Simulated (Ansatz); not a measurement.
# C$_{2}$H$_{10}$BrNSi$_{2}$: what the fields show

Input

```
crystal:
  periodic: [false, false, false]
  atoms:
    - {symbol: C, position_ang: [-1.304710, 1.020076, -0.264487]}
    - {symbol: C, position_ang: [-1.055234, 0.369885, 1.102270]}
    - {symbol: Br, position_ang: [1.232191, -1.370176, -2.332205]}
    - {symbol: N, position_ang: [2.054968, 0.287554, 0.853944]}
    - {symbol: Si, position_ang: [0.586579, -0.583896, 1.224775]}
    - {symbol: Si, position_ang: [0.610360, -2.327332, -0.364458]}
    - {symbol: H, position_ang: [-1.358345, 0.265264, -1.076453]}
    - {symbol: H, position_ang: [-0.482545, 1.715581, -0.533060]}
    - {symbol: H, position_ang: [-2.251039, 1.598860, -0.284241]}
    - {symbol: H, position_ang: [-1.873238, -0.337646, 1.366717]}
    - {symbol: H, position_ang: [-1.052893, 1.137339, 1.909088]}
    - {symbol: H, position_ang: [0.700416, -1.151764, 2.618273]}
    - {symbol: H, position_ang: [2.339872, 1.087756, 1.424489]}
    - {symbol: H, position_ang: [2.263871, 0.451950, -0.135465]}
    - {symbol: H, position_ang: [-0.729553, -2.973136, -0.602540]}
    - {symbol: H, position_ang: [1.610290, -3.414755, -0.080398]}
basis:
  gaussian:
    orbitals: def2-SVPD
hamiltonian:
  xc: {name: PBE0}
output: {forces: true, orbitals: {seedname: orbitals}}
```

Launched as:

```sh
ansatz run input.yaml --threads 4 --pin off --max-ram 7830MiB --events-out events.jsonl --progress --plain --runs-dir runs
```

Geometry: PBE-D3(BJ)/def2-SVP.

All numbers below come from Ansatz 0.2.0, isolated molecule in a Gaussian basis; Kohn-Sham density functional theory, functional PBE0.

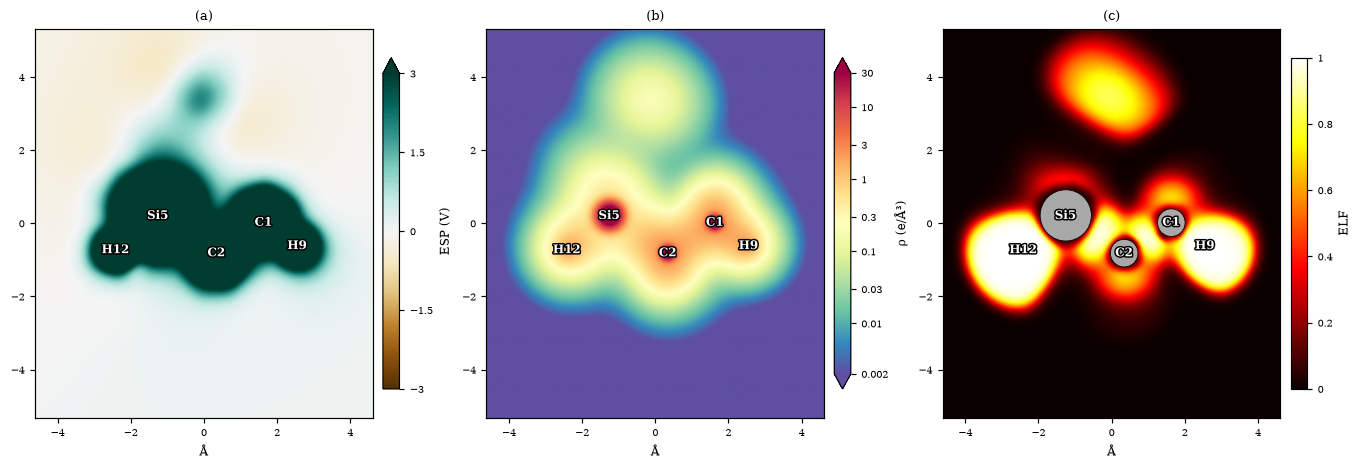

Figure 1. (a) electrostatic potential; (b) total electron density; (c) ELF on the plane of atoms C2, C1 and H9. Grey discs cover the atomic cores in the ELF map.

Read the bonding off the picture.

Answer.
- The plane passes through C, Si and H nuclei.
- C–C (1.53 Å): ρ is about 1.6 e/Å³ halfway; the ELF peaks at about 0.95 between the atoms, as expected for a covalent bond.
- C–Si (1.90 Å): the density is about 0.93 e/Å³ at the midpoint; the ELF peaks at about 0.95 between the atoms: a shared electron pair.
- C–H (1.11 Å): ρ at the midpoint is about 1.9 e/Å³; the ELF climbs to about 1 towards the hydrogen, as it does in any bond to H; a covalent bond by its length.
- The ELF also peaks beside Br3, away from the bonds: lone-pair regions.
- Outside the dense part of the molecule the potential is most negative (−0.5 V) near Br3, which lies off the plane.

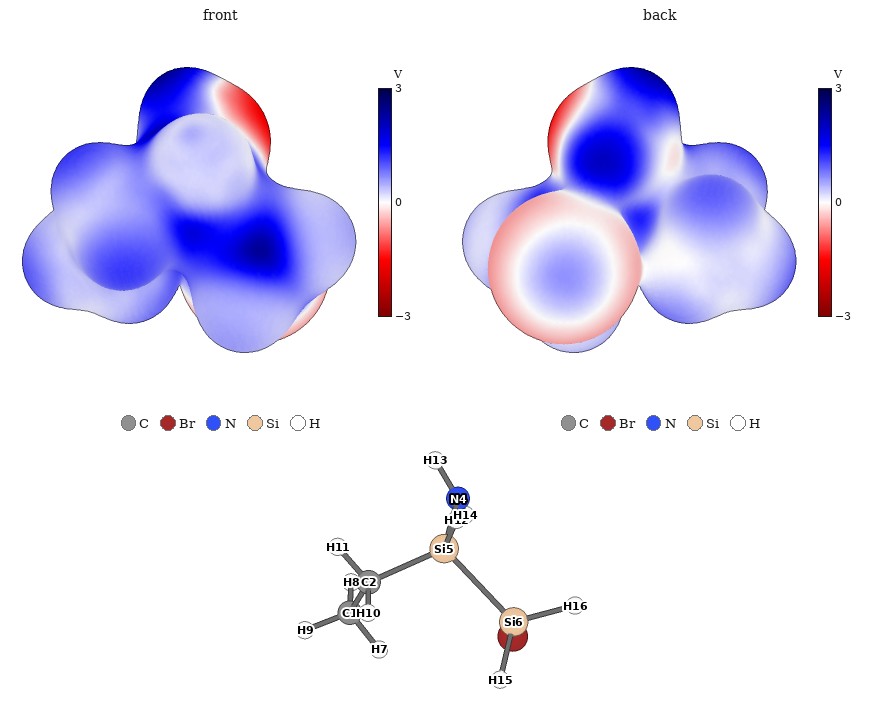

Figure 2. The molecular electrostatic potential painted on the density surface at 0.004 e/bohr³, seen from the front and from behind; the colour scale runs from red (negative) to blue (positive). The bare structure is drawn below in the same view.

Which sites attract a positive test charge, and which a negative one?

Answer. A positive charge is drawn to the negative regions and a negative charge to the positive ones. The most negative region (about −1.4 V, or −32 kcal/mol for a unit charge) lies over N4, the most positive (about +2.3 V, or +53 kcal/mol for a unit charge) over Si6 and H13. Br3 shows a σ-hole: about +0.6 V, or +14 kcal/mol for a unit charge at the tip opposite its bond, against about −0.3 V on its flanks. N4 is the likeliest acceptor of a hydrogen bond.

How polar is the molecule by this calculation?

Answer. Its dipole moment is 2.14 D.

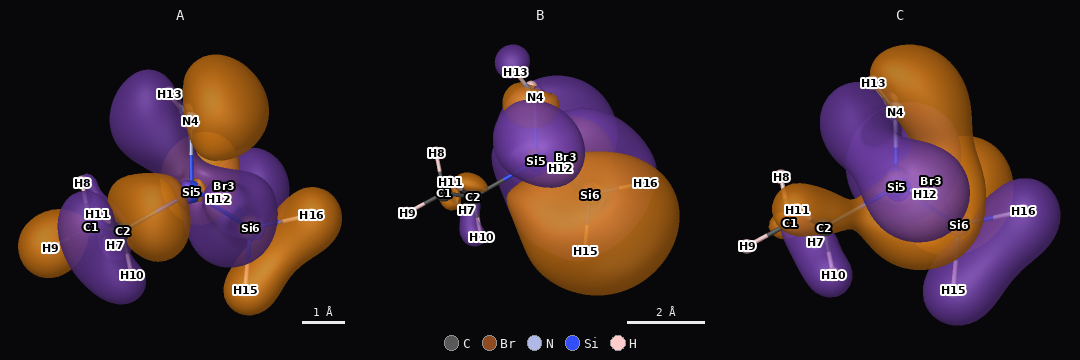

Figure 3. Three frontier orbitals at ±0.05 Å⁻³ᐟ² (orange and purple are the two phases), in no order.

Which picture is the HOMO−1, the HOMO and the LUMO?

Answer. C is the HOMO−1 (−7.87 eV). Its weight (Hirshfeld) is mainly on Br3 (about 35 %), N4 (about 20 %), Si5 (about 15 %), Si6 (about 15 %) and H12 (about 5 %). A is the HOMO (−7.24 eV). Its weight (Hirshfeld) is mainly on N4 (about 35 %), C2 (about 15 %), Si5 (about 15 %), Br3 (about 10 %) and Si6 (about 10 %). B is the LUMO (−0.88 eV). It lies mainly on Si6 (about 40 %), Br3 (about 25 %) and Si5 (about 15 %).

What is the HOMO–LUMO gap?

Answer. 6.36 eV between the orbital energies.
